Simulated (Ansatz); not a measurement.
**PbF2 (Fluorocronite): optical spectrum from first principles**

Aim: the dielectric function of PbF2 (Fluorocronite), and the optical constants that follow from it. The cell comes from an older database entry, whose edges can differ from later determinations, mostly by under a per cent.

Method: DFT, PBE, plane-wave PAW, default files, scalar-relativistic, independent-particle optical response without local fields, in Ansatz 0.2.0.

The database entry behind the starting cell differs from later determinations by our own check (0.1 to 0.3 % short, probably kX units), so it need not match the best structure at ambient conditions.

## (1) Starting point

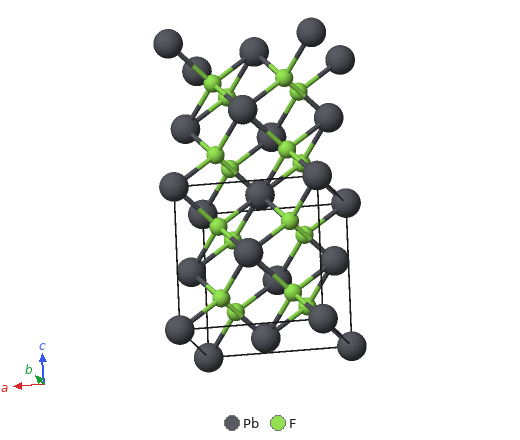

The cell as given, from a free direction (lead dark grey, fluorine green). 1×1×2 cells are drawn. This picture shows the conventional cell, with its axes. Some periodic images of atoms are drawn too.

## (2) Ground state and bands

First the ground state: is it a metal or has it a gap?

This step: DFT, PBE, plane-wave PAW, default files, scalar-relativistic, ground state (Ansatz 0.2.0).

The input, input.yaml:

```yaml
crystal:
  lattice:
    - [0.0, 2.96366, 2.96366]
    - [2.96366, 0.0, 2.96366]
    - [2.96366, 2.96366, 0.0]
  atoms:
    - { symbol: Pb, position: [0.0, 0.0, 0.0] }
    - { symbol: F, position: [0.75, 0.75, 0.75] }
    - { symbol: F, position: [0.25, 0.25, 0.25] }
kpoints:
  mp_grid: { grid: [7, 7, 7] }
  band_path:
    path:
      - [[0.0, 0.0, 0.0], [0.5, 0.0, 0.5], [0.5, 0.25, 0.75], [0.375, 0.375, 0.75], [0.0, 0.0, 0.0], [0.5, 0.5, 0.5], [0.625, 0.25, 0.625], [0.5, 0.25, 0.75], [0.5, 0.5, 0.5], [0.375, 0.375, 0.75]]
      - [[0.625, 0.25, 0.625], [0.5, 0.0, 0.5]]
    npoints: 6
scf:
  occupations: { method: fermi_dirac, width: 0.05 }
  n_extra_bands: 7
hamiltonian:
  xc: pbe
  pseudopotentials: { kind: paw }
output:
  forces: true
  stress: true
  populations: true
  write_bands: true
  write_density: true
  write_potential: true
  elf: true
  volumetric_format: npy
```

Run with:

```sh
$ ansatz run input.yaml --threads 4 --pin off --max-ram 8192MiB --backend cpu --events-out ev --progress --plain --runs-dir out
```

Numbers of over 12 decimals in the logs are rounded to 6 here.

Log:

```text
scf.n_extra_bands = 7 over 14 filled bands (N_el = 28.0): the run solves 21 bands
Engine: ansatz 0.2.0, x86_64-unknown-linux-gnu
Pseudopotentials: kind: paw
Pseudopotential: Pb, paw, valence charge 14, recommended cutoff 420 eV (normal), Pb.paw.azcp
Pseudopotential: F, paw, valence charge 7, recommended cutoff 420 eV (normal), F.paw.azcp
Functional definition: PBE
  parameter kappa = 0.804
  parameter beta = 0.066725
  exchange = pbe_x(kappa = kappa, mu = beta*pi^2/3)
  correlation = pbe_c(beta = beta)
Crystal: 3 atoms, lattice volume = 52.061 Å³
Basis set: ecut = 420 eV, 965 PW (Γ), exchange–correlation on 60×60×60 points (8 copies of the dense FFT grid, shifted against one another)
Bands: 21, of which v1, the nominal top of the filled ones, is band 14 counted from 1 (13 counted from 0)
Symmetry: 48 space group operations
Space group: Fm-3m (ITA 225), of the structure as read, at distance tolerance 3.7e-5 Å
k-points: 20 of 343
Non-local potential: Pb, projectors of the file, l = 0: 2, l = 1: 2, l = 2: 2, l = 3: 2
Non-local potential: F, projectors of the file, l = 0: 2, l = 1: 2, l = 2: 1
PAW form: soft (Blöchl's): semilocal exchange-correlation on the pseudo side does not see the compensation charge
PAW one-centre angular grid: Pb, 590 points (default); XC on 64 Gauss nodes
PAW one-centre angular grid: F, 110 points (default); XC on 64 Gauss nodes
Initial density: superposition of atomic densities (neutral atoms: chi_scale 0, normalization atom), corrected by the library's trained network
Initial wavefunctions: pseudopotential atomic-orbital guess
Functional: x = pbe(κ = 0.804, μ = 0.219515), c = pbe(β = 0.066725)
SCF iter   1: F=—  HF=-13524.696275 eV  |F-HF|=—  |Δ(HF+E_count)|=         —  Δρ=4.60e-4  dr2=4.42e-5  ethr=1.77e-3  ⟨swp⟩=6.1  Hψ=2177  notcnv=0  defer=2
preconditioner: auto → none  [insulator: Δε(μ)=4.460 eV  Ē_g=20.463 eV  σ=0.050 eV  W_gap=1.00  n_scr=14 (ndim 8)  ℏωp=27.2 eV  f_vac=0.132  D(μ)=0.00/eV (n_scr^D=0)  ε∞_Penn≈2.8]
SCF iter   2: F=—  HF=-13524.695613 eV  |F-HF|=—  |Δ(HF+E_count)|=   6.63e-4  Δρ=3.88e-4  dr2=2.93e-5  ethr=1.58e-7  ⟨swp⟩=3.1  Hψ=1001  notcnv=0  defer=16
SCF iter   3: F=—  HF=-13524.695651 eV  |F-HF|=—  |Δ(HF+E_count)|=   3.87e-5  Δρ=1.81e-4  dr2=4.66e-6  ethr=1.05e-7  ⟨swp⟩=2.0  Hψ=515  notcnv=0  defer=16
SCF iter   4: F=—  HF=-13524.695692 eV  |F-HF|=—  |Δ(HF+E_count)|=   4.06e-5  Δρ=9.55e-5  dr2=3.14e-6  ethr=1.67e-8  ⟨swp⟩=2.0  Hψ=648  notcnv=0  defer=16
SCF iter   5: F=—  HF=-13524.695691 eV  |F-HF|=—  |Δ(HF+E_count)|=   9.16e-7  Δρ=2.69e-5  dr2=2.27e-7  ethr=1.12e-8  ⟨swp⟩=2.5  Hψ=639  notcnv=0  defer=16
SCF iter   6: F=-13524.695691 eV  HF=-13524.695691 eV  |F-HF|=6.22e-10  |Δ(HF+E_count)|=   9.13e-8  Δρ=3.56e-6  dr2=4.26e-9  ethr=3.57e-10  ⟨swp⟩=12.2  Hψ=3046  notcnv=0
SCF 1 converged in 6 iterations: F = -13524.695691 eV  dr2 = 4.26e-9
  greatest PAW one-centre occupation: 0.984 electrons in one spin orbital (limit 2), on the Pb atom at site 0 (counted from 0), in its partial waves of l = 2
NSCF: frozen V_eff on 62 k-points
SCF converged after 6 iterations
Free energy (F): -13524.695691 eV
Harris-Foulkes:  -13524.695691 eV  (|F-HF|=6.22e-10)
Internal energy: -13524.695691 eV  (E = F + TS)
E sigma→0 (E₀):  -13524.695691 eV
Fermi energy:    7.312599 eV
--- Per-component energies (eV) ---
  E_band       = -122.954794
  E_kinetic    = 698.663874
  E_local      = -2254.071731  (includes V_loc(G=0)·N_el)
  E_nonlocal   = 496.991457
  E_hartree    = 866.201122
  E_xc         = -381.863463
  E_vxc        = -338.430008  (∫ρ·V_xc dr)
  E_paw        = -10801.720373  (= ΣΔE_a)
  E_vpaw       = -458.516654  (= ΣTr[D̂ρ^β])
  E_aug_tail   = 0.004116  (compensation charges beyond the density's cutoff)
  E_ewald      = -2148.900692
  E_smearing   = -0.000000  (= −TS)
  E_closure    = -0.000000  (closes the sum)
  Σ components = -13524.695691   (vs F -13524.695691, Δ=0.00e0)
--- Forces (eV/Å), atoms counted from 1 ---
  atom   1  Pb    -0.00000000     0.00000000    -0.00000000
  atom   2  F      0.00000000     0.00000000     0.00000000
  atom   3  F      0.00000000     0.00000000     0.00000000
  max |Σ_I F_I| component: 2.31e-17 eV/Å
--- Stress (GPa, compression-positive) ---
        2.683841       0.000000       0.000000
        0.000000       2.683841      -0.000000
       -0.000000      -0.000000       2.683841
  P = ⅓ Tr σ = 2.6838 GPa (26.838 kbar)
--- Band table (eV; the first three rows and the last of 20) ---
  k-point 0: bands = [... 10 lower, 2.5482, 3.0424, 3.0424, 3.0424, 11.8065, 11.8065, 11.8065, 15.6756, ... 3 higher]
  k-point 1: bands = [... 10 lower, 2.5078, 3.0108, 3.0108, 3.5531, 11.1577, 11.9703, 11.9703, 16.7923, ... 3 higher]
  k-point 2: bands = [... 10 lower, 2.4205, 2.9397, 2.9397, 4.3711, 10.3989, 12.3454, 12.3454, 18.1006, ... 3 higher]
  k-point 19: bands = [... 10 lower, 2.5646, 3.3682, 3.4821, 5.0196, 10.8234, 11.3113, 12.6608, 15.2111, ... 3 higher]
--- Löwdin populations: 3 sites ---
  site symbol       q [e]
     0     Pb     12.8430
     1      F      7.5391
     2      F      7.5391
  spilling = 0.002813 (of n_electrons = 28.000000)
```

The job ended after 1.1 s (4 threads of Intel Xeon Platinum 8259CL at 2.50GHz (Skylake/Cascade Lake), shared host; peak memory 0.55 GiB; 3.3 s of CPU time).

Read-outs, printed or worked out from the files:

| Property | Result |
| --- | --- |
| free energy | -13524.6957 eV |
| Fermi energy | 7.313 eV |
| gap by band count | 4.463 eV |
| electrons | 28 |
| symmetry operations | 48 |
| pressure | 2.684 GPa |
| gap on the k-mesh | 4.463 eV |
| volume | 52.06 Å³ |
| gap on the path | 4.419 eV |
| least direct gap on the path | 4.565 eV |

There is a gap, 4.42 eV on the path, so no carriers' term is needed. The cell is left with a pressure of 2.7 GPa, as it stands unrelaxed at this level.

The electronic bands at the labelled points (eV, zero at the Fermi level; v1 is the highest filled band, c1 the lowest empty one):

| point | v4 | v3 | v2 | v1 | c1 | c2 | c3 | c4 |
| --- | --- | --- | --- | --- | --- | --- | --- | --- |
| Γ | -4.76 | -4.27 | -4.27 | -4.27 | 4.49 | 4.49 | 4.49 | 8.36 |
| X | -3.85 | -3.85 | -3.85 | -2.43 | 2.14 | 5.62 | 5.62 | 6.68 |
| W | -4.97 | -3.91 | -3.79 | -2.28 | 3.78 | 3.78 | 5.21 | 7.88 |
| K | -4.36 | -4.00 | -3.86 | -2.31 | 3.04 | 4.39 | 5.60 | 7.56 |
| Γ | -4.76 | -4.27 | -4.27 | -4.27 | 4.49 | 4.49 | 4.49 | 8.36 |
| L | -4.97 | -4.44 | -4.44 | -2.32 | 2.74 | 5.39 | 5.39 | 10.94 |
| U | -4.36 | -4.00 | -3.86 | -2.31 | 3.04 | 4.39 | 5.60 | 7.56 |
| W | -4.97 | -3.91 | -3.79 | -2.28 | 3.78 | 3.78 | 5.21 | 7.88 |
| L | -4.97 | -4.44 | -4.44 | -2.32 | 2.74 | 5.39 | 5.39 | 10.94 |
| K | -4.36 | -4.00 | -3.86 | -2.31 | 3.04 | 4.39 | 5.60 | 7.56 |
| jump to U | -4.36 | -4.00 | -3.86 | -2.31 | 3.04 | 4.39 | 5.60 | 7.56 |
| X | -3.85 | -3.85 | -3.85 | -2.43 | 2.14 | 5.62 | 5.62 | 6.68 |

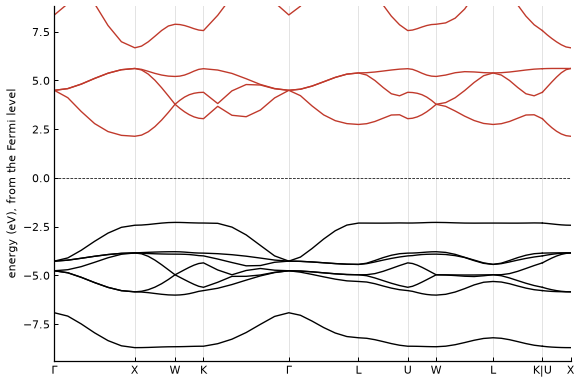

Electronic bands along the path; lines of filled and empty bands in two colours.

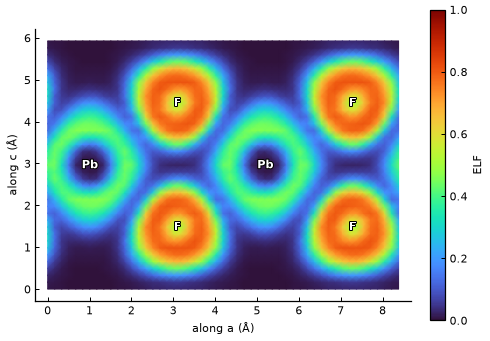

ELF in the ac plane of a cell with a along [110], b along [-110] and c along [001] of the cube at fractional y = 0.000, with atoms of Pb and F within 0.2 Å of it. It is the smooth field of the valence electrons, not physical close to the nuclei. The map starts off the cell's origin, so that atoms lie inside it.

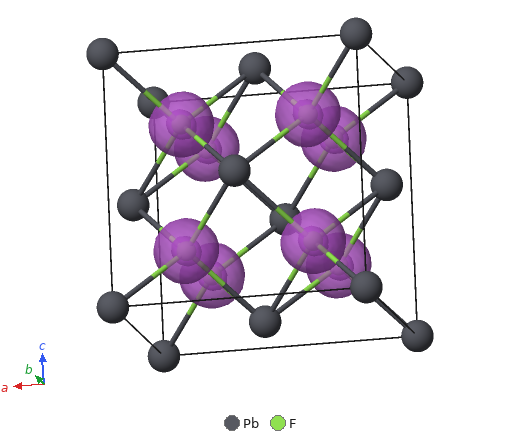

Surface of ELF = 0.73.

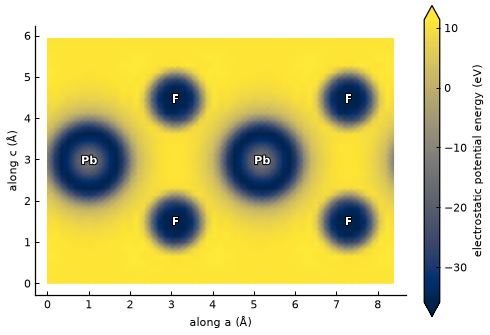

Electrostatic potential energy in the ac plane of a cell with a along [110], b along [-110] and c along [001] of the cube at fractional y = 0.000, with atoms of Pb and F within 0.2 Å of it. With pseudopotentials it is smooth inside the atoms' cores, unlike the true potential. The map starts off the cell's origin, so that atoms lie inside it.

## (3) Spectrum

The spectrum is a sum over vertical transitions between filled and empty bands at the fixed density, so many empty bands are needed.

This step: DFT, PBE, plane-wave PAW, default files, scalar-relativistic, independent-particle optical response without local fields (Ansatz 0.2.0).

input.yaml, the sections that differ from step 2:

```yaml
kpoints:
  mp_grid: { grid: [7, 7, 7] }
scf:
  occupations: { method: fixed }
output:
  optics:
    e_range: [0, 20]
    de: 0.05
    sigma: 0.1
    nscf_kmesh: { grid: [8, 8, 8] }
    bands: { spectra_wanted_up_to: 20 }
# crystal, hamiltonian: as in step 2
```

Log:

```text
[...]
Crystal: 3 atoms, lattice volume = 52.061 Å³
Basis set: ecut = 420 eV, 965 PW (Γ)
Bands: 18, of which v1, the nominal top of the filled ones, is band 14 counted from 1 (13 counted from 0)
Symmetry: 48 space group operations
[...]
k-points: 20 of 343
[...]
SCF iter   1: F=—  HF=-13524.696396 eV  |F-HF|=—  |Δ(HF+E_count)|=         —  Δρ=4.73e-4  dr2=5.05e-5  ethr=1.77e-3  ⟨swp⟩=5.0  Hψ=1529  notcnv=0  defer=33
[...]
SCF iter   9: F=-13524.695762 eV  HF=-13524.695762 eV  |F-HF|=3.64e-12  |Δ(HF+E_count)|=  1.09e-11  Δρ=1.03e-7  dr2=2.89e-12  ethr=1.00e-12  ⟨swp⟩=2.0  Hψ=697  notcnv=0
SCF 1 converged in 9 iterations: F = -13524.695762 eV  dr2 = 2.89e-12
[...]
NSCF: frozen V_eff on 29 k-points
output.optics: what the bands over the 39 summed would add to eps1, eps2 and the energy-loss function is held between a lower and an upper bound (7 Lanczos steps). eps1, eps2 and their loss function (loss_summed_bands) are given on every row as the summed bands alone make them. Along an axis, on a row where the two bounds hold the loss function to about 1 % of the greater of itself and 0.5 % of |1/eps|, its cell (loss_completed) is given, with the completed eps1 and eps2 that it is formed of (a cell that is left empty reads nan in the table and null in the record). The two bounds hold it so along every axis on all 401 rows up to 20.000 eV. [rest of the remark cut]
SCF converged after 9 iterations
Free energy (F): -13524.695762 eV
[...]
Internal energy: -13524.695762 eV  (E = F + TS)
E sigma→0 (E₀):  -13524.695762 eV
Fermi energy:    5.019579 eV
[...]
--- Band table (eV; the first three rows and the last of 20) ---
  k-point 0: bands = [... 10 lower, 2.5481, 3.0424, 3.0424, 3.0424, 11.8065, 11.8065, 11.8065, 15.6756]
  k-point 1: bands = [... 10 lower, 2.5078, 3.0108, 3.0108, 3.5531, 11.1578, 11.9704, 11.9704, 16.7923]
  k-point 2: bands = [... 10 lower, 2.4205, 2.9397, 2.9397, 4.3711, 10.3990, 12.3455, 12.3455, 18.1007]
  k-point 19: bands = [... 10 lower, 2.5646, 3.3682, 3.4821, 5.0196, 10.8234, 11.3114, 12.6608, 15.2111]
```

Elapsed: 6 s, on 4 threads; peak memory 0.84 GiB; 21 s of CPU time.

This step gave:

```
electronic dielectric constant ε∞, mean over x, y and z (by symmetry where fewer were run) : 3.723
absorption onset, first axis (α over 10⁴ cm⁻¹, or the direct gap if that lies higher)      : 4.565 eV
main peak of Im epsilon, first axis                                                        : 7.835 eV
least direct gap on the mesh                                                               : 4.565 eV
bands summed                                                                               : 39
spectra valid up to                                                                        : 32.48 eV
program's estimate of the k-sum error in Im epsilon                                        : 0.11 %
electrons in the f-sum                                                                     : 18.40
```

The Im ε, any direction has structure finer than the step of the table below, so its rows give means over 1 eV, whole bins alone (the curve runs from 0 to 20 eV). Peaks (eV: height): 5.4: 7.42, 7.2: 6.57, 7.8: 8.07, 9.4: 5.26, 10.9: 2.76, 13.1: 1.79, 19.6: 1.71.

Im ε, any direction against photon energy; means over each step:

| photon energy (eV) | Im ε, any direction |
| --- | --- |
| 3 | 0 |
| 4 | 0.00272 |
| 5 | 3.00 |
| 6 | 3.48 |
| 7 | 4.60 |
| 8 | 4.92 |
| 9 | 2.50 |
| 10 | 2.37 |
| 11 | 1.76 |
| 12 | 0.776 |
| 13 | 1.37 |
| 14 | 0.918 |
| 15 | 0.302 |
| 16 | 0.691 |
| 17 | 1.48 |
| 18 | 1.30 |
| 19 | 1.31 |

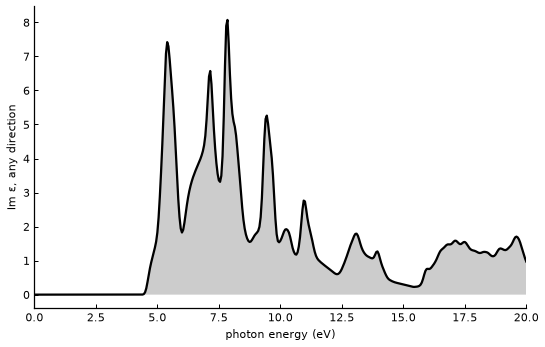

Im ε, any direction, plotted against photon energy.

Re ε, any direction against photon energy:

| photon energy (eV) | Re ε, any direction |
| --- | --- |
| 0 | 3.72 |
| 1 | 3.77 |
| 2 | 3.93 |
| 3 | 4.26 |
| 4 | 5.06 |
| 5 | 8.03 |
| 6 | 3.25 |
| 7 | 4.65 |
| 8 | -0.580 |
| 9 | 1.46 |
| 10 | -0.0683 |
| 11 | 0.256 |
| 12 | 0.457 |
| 13 | 1.10 |
| 14 | 0.302 |
| 15 | 0.965 |
| 16 | 1.77 |
| 17 | 1.47 |
| 18 | 0.950 |
| 19 | 0.955 |
| 20 | 0.116 |

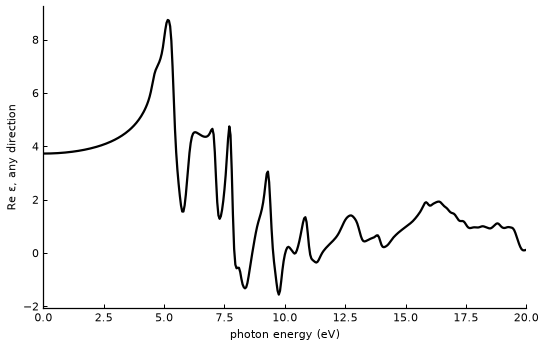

Re ε, any direction, plotted against photon energy.

Values under 1 per cm are given as 1. Absorption coefficient, any direction against photon energy:

| photon energy (eV) | absorption coefficient, any direction (1/cm) |
| --- | --- |
| 0.00 | 1 |
| 1.00 | 1 |
| 2.00 | 1 |
| 3.00 | 1 |
| 4.00 | 1 |
| 5.00 | 1.6e5 |
| 6.00 | 3.0e5 |
| 7.00 | 7.6e5 |
| 8.00 | 1.4e6 |
| 9.00 | 5.9e5 |
| 10.00 | 9.2e5 |
| 11.00 | 1.2e6 |
| 12.00 | 5.6e5 |
| 13.00 | 9.1e5 |
| 14.00 | 9.7e5 |
| 15.00 | 2.3e5 |
| 16.00 | 4.5e5 |
| 17.00 | 9.8e5 |
| 18.00 | 1.0e6 |
| 19.00 | 1.1e6 |
| 20.00 | 1.3e6 |

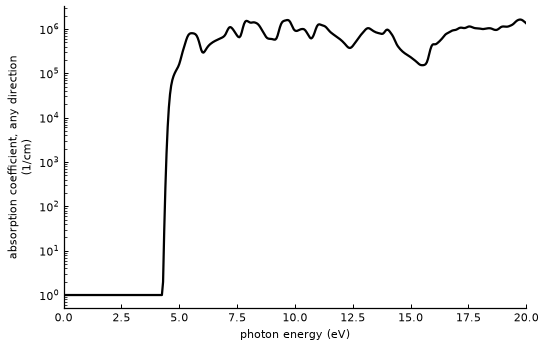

Absorption coefficient, any direction, plotted against photon energy.

The loss function −Im 1/ε at q → 0, any direction has structure finer than the step of the table below, so its rows give means over 1 eV, whole bins alone (the curve runs from 0 to 20 eV). Peaks (eV: height): 5.8: 0.254, 8.7: 0.618, 10.6: 0.763, 11.8: 1.06, 14.3: 1.31.

Table of loss function −Im 1/ε at q → 0, any direction by energy loss; means over each step:

| energy loss (eV) | loss function −Im 1/ε at q → 0, any direction |
| --- | --- |
| 4 | 7.2e-5 |
| 5 | 0.0377 |
| 6 | 0.144 |
| 7 | 0.139 |
| 8 | 0.186 |
| 9 | 0.352 |
| 10 | 0.461 |
| 11 | 0.548 |
| 12 | 0.836 |
| 13 | 0.479 |
| 14 | 0.898 |
| 15 | 0.341 |
| 16 | 0.172 |
| 17 | 0.349 |
| 18 | 0.498 |
| 19 | 0.487 |

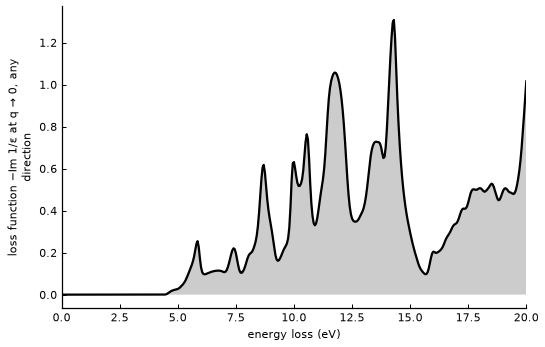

Loss function −Im 1/ε at q → 0, any direction against energy loss.

The reflectivity at normal incidence, any direction has structure finer than the step of the table below, so its rows give means over 1 eV, whole bins alone (the curve runs from 0 to 20 eV). Peaks (eV: height): 5.4: 30.7, 7.2: 29.2, 7.9: 36.7, 9.8: 40.0, 11.3: 24.6, 14.1: 12.5, 19.9: 15.7.

The reflectivity at normal incidence, any direction by photon energy; means over each step:

| photon energy (eV) | reflectivity at normal incidence, any direction (%) |
| --- | --- |
| 1 | 10.3 |
| 2 | 10.9 |
| 3 | 12.1 |
| 4 | 15.1 |
| 5 | 24.5 |
| 6 | 18.8 |
| 7 | 23.1 |
| 8 | 31.5 |
| 9 | 16.4 |
| 10 | 25.6 |
| 11 | 17.4 |
| 12 | 7.87 |
| 13 | 8.52 |
| 14 | 8.70 |
| 15 | 0.981 |
| 16 | 3.60 |
| 17 | 7.47 |
| 18 | 7.09 |
| 19 | 7.10 |

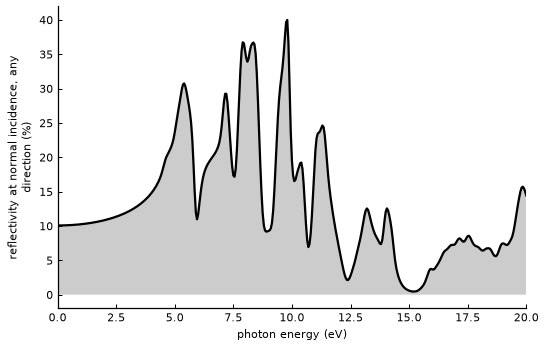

Reflectivity at normal incidence, any direction against photon energy.

At chosen wavelengths:

| wavelength (nm) | n | k | R (%) | 1/α |
| --- | --- | --- | --- | --- |
| 1064 | 1.95 | 0.000 | 10.3 | over 1 mm |
| 800 | 1.96 | 0.000 | 10.5 | over 1 mm |
| 633 | 1.98 | 0.000 | 10.8 | over 1 mm |
| 532 | 2.00 | 0.000 | 11.2 | over 1 mm |
| 450 | 2.04 | 0.000 | 11.7 | over 1 mm |
| 365 | 2.12 | 0.000 | 12.9 | over 1 mm |
| 193 | 2.24 | 0.755 | 19.1 | 20 nm |

A film 1 µm thick would pass 80 % of daylight and look colourless in transmission (x = 0.314, y = 0.331).

The f-sum over the summed bands holds 18.4 of the cell's 28 electrons outside the frozen cores, 14 of which lie in bands more than 12 eV below the Fermi level, whose transitions come at higher energies. Up to 20 eV the strength has a mean oscillator energy of 9.3 eV, and these transitions give 86 % of ε∞ − 1 along x; the rest comes from higher ones.

(Part 1 of 2 ends here.)

[Logs are printed without paths, hosts, clocks, repeated set-up lines and the standing remarks that a program may print on its own settings, such as how far it seeks lower states.]

[Hosts, paths, dates, database ids (printed as entryN), source tags and the programs' standing remarks are cut or masked in the printed files.]
